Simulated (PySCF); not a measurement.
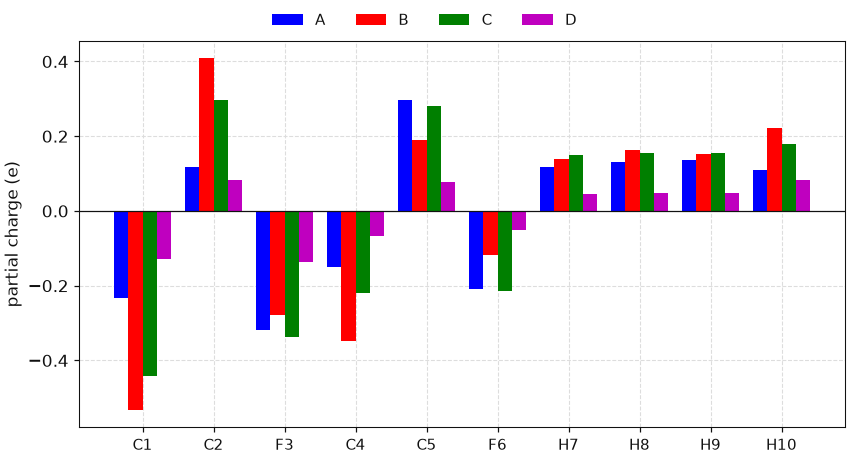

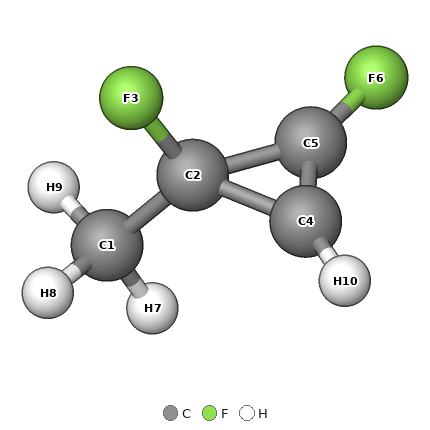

Atomic charges of C₄H₄F₂, SMILES C[C@@]1(F)C=C1F by 4 schemes, PBE0/pcSseg-1 in PySCF 2.14.0, at a PBE0-D3(BJ)/def2-SVP geometry (no frequency check).

**The schemes are ESP fit, Hirshfeld, IAO and Mulliken. Which series is which?**

A: Mulliken (C1 −0.23 e); B: ESP fit (C1 −0.53 e); C: IAO (C1 −0.44 e); D: Hirshfeld (C1 −0.13 e).
